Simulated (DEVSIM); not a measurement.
Structure: abrupt GaSb p-n junction, at 300 K.

```tsv
layer (left to right)	material	thickness (μm)	Nd (cm⁻³)	Na (cm⁻³)	τn (s)	τp (s)
1	GaSb	25.0	-	3.1e16	5.5e-8	5.5e-8
2	GaSb	8.20	1.1e16	-	5.5e-8	5.5e-8
```

Left contact: ohmic. Right contact: ohmic. Voltage is applied to the left contact. Recombination: SRH at mid-gap, radiative. Mobility is constant in doping.

This is a model device: material constants are rounded textbook-type values typed into the input, and sizes, dopings and lifetimes were drawn at random. Values at 300 K.

| parameter | GaSb |
|---|---|
| gap (eV) | 0.726 |
| affinity (eV) | 4.06 |
| permittivity | 15.7 |
| Nc (cm⁻³) | 2.1e17 |
| Nv (cm⁻³) | 1.8e19 |
| μn (cm²/Vs) | 5000 |
| μp (cm²/Vs) | 850 |
| B (cm³/s) | 1e-10 |

DEVSIM, 1D drift-diffusion, Boltzmann statistics, complete ionisation; no tunnelling, impact ionisation, image-force lowering or self-heating.

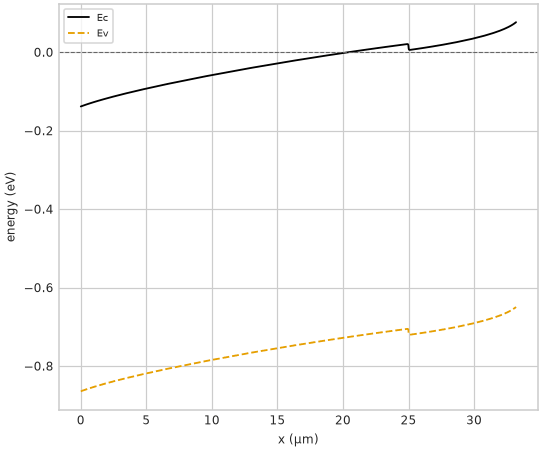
Figure. Band edges at 0.7 V on the left contact

Energies count from the Fermi level of the right contact; mesh points crowd at the junctions.

```
x (μm)   Ec (eV)  Ev (eV)  n (cm⁻³)  p (cm⁻³)  field (V/cm)
-------  -------  -------  --------  --------  ------------
0.000     -0.139   -0.865     7.8e7    3.1e16           120
0.03989   -0.138   -0.864    1.5e14    3.1e16           120
0.1530    -0.137   -0.863    5.5e14    3.2e16           120
0.4466    -0.133   -0.859    1.5e15    3.3e16           110
1.782     -0.120   -0.846    4.8e15    3.6e16            94
4.777     -0.095   -0.821    9.2e15    4.0e16            76
13.00     -0.040   -0.766    1.5e16    4.6e16            59
21.76      0.006   -0.720    2.0e16    5.1e16            47
23.84      0.016   -0.710    2.1e16    5.2e16            45
24.58      0.019   -0.707    2.1e16    5.2e16            44
24.86      0.020   -0.706    2.1e16    5.2e16            41
24.98      0.018   -0.708    2.4e16    4.7e16         -1500
25.01      0.009   -0.717    3.4e16    3.3e16         -2200
25.07      0.006   -0.720    3.9e16    2.8e16           -38
25.34      0.007   -0.719    3.9e16    2.8e16            48
25.95      0.010   -0.716    3.7e16    2.6e16            51
27.65      0.019   -0.707    3.2e16    2.1e16            59
30.79      0.042   -0.684    2.2e16    1.1e16            93
32.59      0.064   -0.662    1.5e16    3.6e15           170
32.98      0.071   -0.655    1.2e16    1.4e15           220
33.13      0.075   -0.651    1.1e16    4.7e14           250
33.20      0.076   -0.650    1.1e16     2.2e8           260
```
